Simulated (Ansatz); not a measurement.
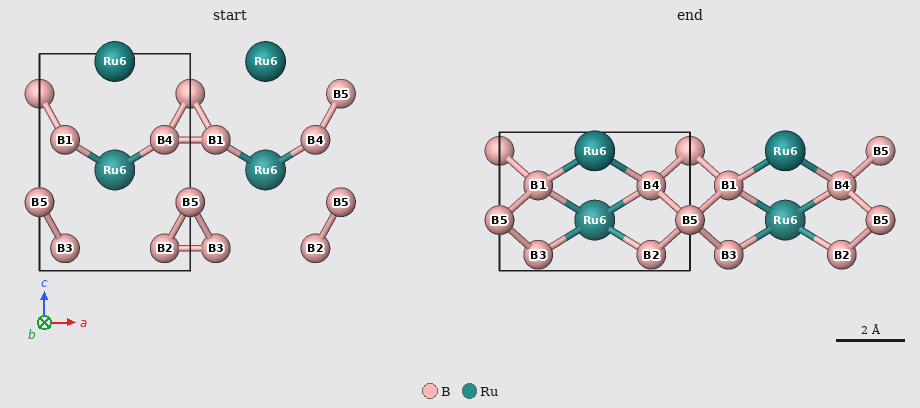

The structure of crystalline B₅Ru (a generated structure, set up in Amm2) (coarse preliminary run) before (left) and after (right) a relaxation, at one scale.

Style: ball-and-stick. Shown: the conventional cell (2 times the calculation's cell), repeated 2 × 1 × 1 with one cell outlined, along the b axis. Lengths and directions refer to the drawn axes.

The calculation used DFT PBE, scalar-relativistic, plane waves, PAW (Ansatz). Settings: plane-wave cutoff 420 eV; k-point mesh 4 × 6 × 6; occupations gaussian; smearing width 0.1 eV; no spin polarisation; cell and atoms relaxed; force threshold 0.04 eV/Å; at most 70 steps.

**What changed between the two?**

Over 13 accepted moves (17 points after the start) the energy falls by 1157 meV per atom. Largest force component: 7 eV/Å at the start, 0.0038 eV/Å at the end. The pressure goes from 55.99 to 0.12 GPa. The line search rejected the trial steps at points 9, 11 of the run. At 2 points the geometry stayed and the basis and grid were re-selected for the new cell (energy shift of 39.0 meV per atom at most each time). The atom that moves furthest relative to the cell is Ru6 (0.40 Å along −c). By element the largest moves are Ru 0.40 Å, B 0.20 Å. The drawn cell changes as follows: a 4.435 → 5.605 Å (+26.4 %), b 3.351 → 4.056 Å (+21.0 %), c 6.383 → 4.074 Å (−36.2 %); the volume changes by −2.4 %. Near-neighbour distances that change, for instance: B1–B3 3.193 → 2.037 Å, B1–B2 2.186 → 3.050 Å, B1–B4 1.504 → 2.277 Å, B1–B2 (another image) 2.318 → 3.049 Å. New bonds form, among them: B1–Ru6 (2.84 → 2.20 Å), B2–Ru6 (2.84 → 2.20 Å), B3–Ru6 (2.84 → 2.20 Å), B4–Ru6 (2.84 → 2.20 Å). Bonds break, among them: B1–B4 (1.50 → 2.28 Å), B2–B3 (1.50 → 2.28 Å). Among the angles between lasting bonds that change: B1–B5–B2 80.9° → 112.5°, B1–B5–B3 59.2° → 67.2°, B2–B4–B5 119.6° → 123.6°. Within 0.06 Å the space group is Amm2 at the start and P4/mmm at the end; at a tighter tolerance small leftover displacements or strains of the cell lower it.
